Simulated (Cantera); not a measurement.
A closed system holds: 1 mol CS2, 0.013 mol SO2, a varied amount of H2, at 1373.15 K and 101000 Pa.

Equilibrium computed with Cantera from the NASA thermochemical tables; the gas is ideal and each condensed phase is pure. Candidate condensed phases: C, C6H6, C7H8, C8H18, H2O, H2SO4, S; 123 gas species. Rates play no part.

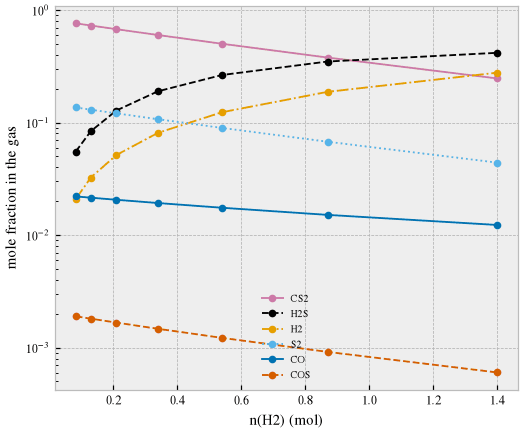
Fig. 1. Equilibrium gas composition (values under 1e-9 drawn at 1e-9)

From 0.083 mol H2 to 1.4 mol H2 the condensed part is C(graphite). The main C-bearing gas is CS2 throughout. The share of C in condensed phases is highest at 1.4 mol H2 (47.6 %) and lowest at 0.083 mol H2 (14.6 %).
